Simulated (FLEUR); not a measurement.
Band structure of Cu (Fm-3m, 1 atom in the cell).

```xyz
1
Lattice="0.0000 1.7766 1.7766 1.7766 0.0000 1.7766 1.7766 1.7766 0.0000" Properties=species:S:1:pos:R:3 pbc="T T T"
Cu     0.0000     0.0000     0.0000
```

Computed with FLEUR with PBE, all-electron FLAPW (FLEUR), scalar-relativistic valence.

Settings: Kmax = 3.7 1/bohr; GmaxXC = 13 1/bohr; xcFunctional = pbe; jspins = 1; l_soc = F; mode = hist; fermiSmearingEnergy = 0.00367493 Htr; mesh (inpgen div1-3) = 21 21 21; inpgen gamma flag = false; Gmax = 13 1/bohr; numbands = 0; maxIterBroyd = 99; imix = Anderson; alpha = 0.05.

The starting cell comes from a database of computed structures (which also holds hypothetical and non-ambient phases and stackings), without a prior relaxation at this level. Its lattice was rescaled by a random factor within 2.5 % of one. Spin polarisation is off. Values depend on the basis (sphere radii, cutoffs, local orbitals), which need not be converged.

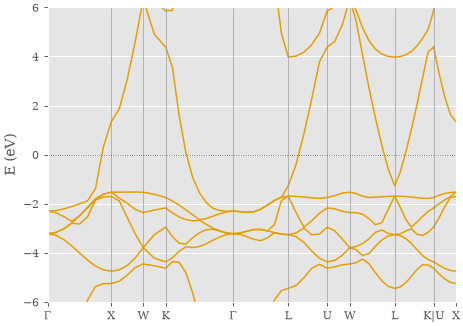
Figure. Bands along the path, energies from the Fermi level.

Levels in eV from the Fermi level, bands 2 to 8:
```
point      2      3      4      5      6      7      8
-----  -----  -----  -----  -----  -----  -----  -----
Γ      -3.22  -3.22  -3.22  -2.30  -2.30  22.97  26.02
X      -4.75  -1.70  -1.53  -1.53   1.34   7.44  13.38
W      -3.79  -3.79  -2.36  -1.53   6.33   6.33   8.53
K      -4.37  -2.95  -2.17  -1.74   4.38   5.86   8.17
L      -3.26  -3.26  -1.69  -1.69  -1.26   3.97  21.43
U      -4.37  -2.95  -2.17  -1.74   4.38   5.86   8.17
```
